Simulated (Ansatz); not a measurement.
# UPBE/def2-SVP (core potential) run of SnH2ClO2 (SMILES [OH][Sn]([OH])[Cl])

What is the energy change on altering one bond length of SnH2ClO2 at UPBE/def2-SVP (core potential)? 

The results are computed with Ansatz 0.2.0.

63 further runs of the same task are left out: 63 set aside as unsound or not needed.

## 1. The system as given

SnH2ClO2 has 6 atoms, charge 0, and is taken as a doublet. SMILES: `[OH][Sn]([OH])[Cl]`. The shape is that of a PBE0-D4/def2-TZVP optimisation. This is one conformer, not always the lowest.

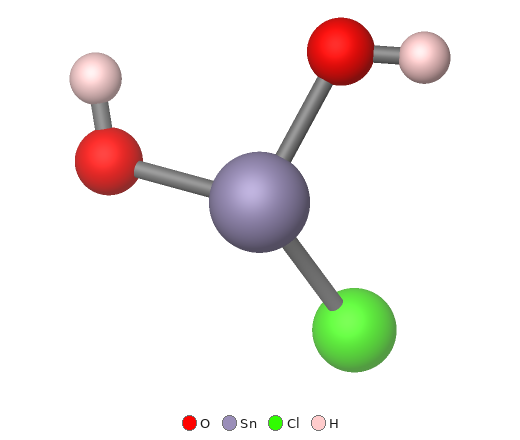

Viewed from a chosen angle; oxygen red, tin purple, chlorine green, hydrogen pink.

## 2. The energy at UPBE/def2-SVP (core potential)

in.yaml reads:

```yaml
crystal:
  periodic: [false, false, false]
  atoms:
    - symbol: O
      position_ang: [-0.447400, 1.400500, -0.158300]
    - symbol: Sn
      position_ang: [0.371800, -0.318200, -0.659700]
    - symbol: O
      position_ang: [1.256500, -0.847900, 1.007700]
    - symbol: Cl
      position_ang: [-1.328200, -1.877100, -1.106600]
    - symbol: H
      position_ang: [-1.182700, 1.666400, -0.718500]
    - symbol: H
      position_ang: [1.372100, -0.087800, 1.589200]
basis:
  gaussian: {orbitals: def2-SVP}
total_charge: 0
magnetization: {spin_polarized: true, initial_magnetization: 1}
hamiltonian: {xc: pbe}
accuracy: high
output: {orbitals: {seedname: orbitals}}
```

Run with:

```console
$ ansatz run in.yaml --threads 1 --pin off --max-ram 3480MiB --events-out events.jsonl --progress --plain --runs-dir runs
```

What it wrote:

```text
Warning: RAYON_NUM_THREADS=1 ignored (pool sized by the plan → 1); use --threads N
Functional definition: PBE
  name "PBE"
  parameter kappa = 0.804
  parameter beta = 0.06672455060314922
  exchange = pbe_x(kappa = kappa, mu = beta*pi^2/3)
  correlation = pbe_c(beta = beta)
1801 factors; integrals over basis functions are off by at most 3.3e-9 eV
mean field evaluation 1: about -22452.5672 eV, gradient 5.8e1 eV
mean field evaluation 2: about -22319.2412 eV, gradient 1.6e2 eV
mean field evaluation 4: about -22463.5436 eV, gradient 1.7e1 eV
mean field evaluation 8: about -22465.2542 eV, gradient 1.9e-1 eV
mean field evaluation 16: about -22465.2548 eV, gradient 4.2e-5 eV
mean field -22465.25478129 eV, -825.5828857160 hartree, gradient 5.5e-8 eV, S^2 0.751675; 0 other end points of the search recorded, 0 dependent functions left out
reference -22465.25478469 eV, -825.5828858409 hartree; 29, 28 occupied and 53, 54 virtual orbitals, 1801 factors
Total energy: -22465.25478469 eV, -825.5828858409 hartree
```

Run time: 9.3 s. Hardware: 1 thread of Arm Neoverse V2, shared host; peak memory 0.27 GiB.

## 3. The distorted shape, same level

run.yaml reads:

```yaml
crystal:
  periodic: [false, false, false]
  atoms:
    - {symbol: O, position_ang: [-0.580124, 1.479967, -0.408447]}
    - {symbol: Sn, position_ang: [0.239076, -0.238733, -0.909847]}
    - {symbol: O, position_ang: [1.256500, -0.847900, 1.007700]}
    - {symbol: Cl, position_ang: [-1.460924, -1.797633, -1.356747]}
    - {symbol: H, position_ang: [-1.315424, 1.745867, -0.968647]}
    - {symbol: H, position_ang: [1.372100, -0.087800, 1.589200]}
basis:
  gaussian:
    orbitals: def2-SVP
magnetization:
  spin_polarized: true
  initial_magnetization: 1
hamiltonian:
  xc: {name: PBE}
accuracy: high
output: {orbitals: {seedname: orbitals}}
```

Run with:

```console
$ ansatz run run.yaml --threads 1 --pin off --max-ram 3480MiB --events-out events.jsonl --progress --plain --runs-dir runs
```

What it wrote (excerpt; [...] marks lines left out):

```text
Warning: RAYON_NUM_THREADS=1 ignored (pool sized by the plan → 1); use --threads N
[... 6 set-up lines as earlier in the session ...]
1785 factors; integrals over basis functions are off by at most 3.5e-9 eV
mean field evaluation 1: about -22450.8908 eV, gradient 5.9e1 eV
mean field evaluation 2: about -22270.4030 eV, gradient 1.7e2 eV
mean field evaluation 4: about -22450.5424 eV, gradient 5.2e1 eV
mean field evaluation 8: about -22464.9934 eV, gradient 5.5e-1 eV
mean field evaluation 16: about -22464.9940 eV, gradient 1.2e-3 eV
mean field -22464.99397115 eV, -825.5733011199 hartree, gradient 7.8e-8 eV, S^2 0.753280; 1 other end points of the search recorded, 0 dependent functions left out
reference -22464.99397457 eV, -825.5733012456 hartree; 29, 28 occupied and 53, 54 virtual orbitals, 1785 factors
Total energy: -22464.99397457 eV, -825.5733012456 hartree
```

Run time: 9.6 s. Hardware: 1 thread of Arm Neoverse V2, shared host; peak memory 0.26 GiB.

## 4. What came out

At UPBE/def2-SVP (core potential):

```
                                                          quantity          value
                                         first shape: total energy  -825.58289 Eh
                   first shape: HOMO energy (highest over α and β)       -5.68 eV
                    first shape: LUMO energy (lowest over α and β)       -4.86 eV
                                                 first shape: ⟨S²⟩          0.752
                                     distorted shape: total energy  -825.57330 Eh
               distorted shape: HOMO energy (highest over α and β)       -5.96 eV
                distorted shape: LUMO energy (lowest over α and β)       -5.17 eV
                                             distorted shape: ⟨S²⟩          0.753
energy change with the Sn2–O3 bond stretched from 1.960 to 2.255 Å       0.261 eV
```

**Reading.** With the Sn2–O3 bond stretched from 1.960 to 2.255 Å the energy rises by 0.26 eV (25.2 kJ/mol). The first shape isn't relaxed at this level, so the change isn't measured from a minimum.
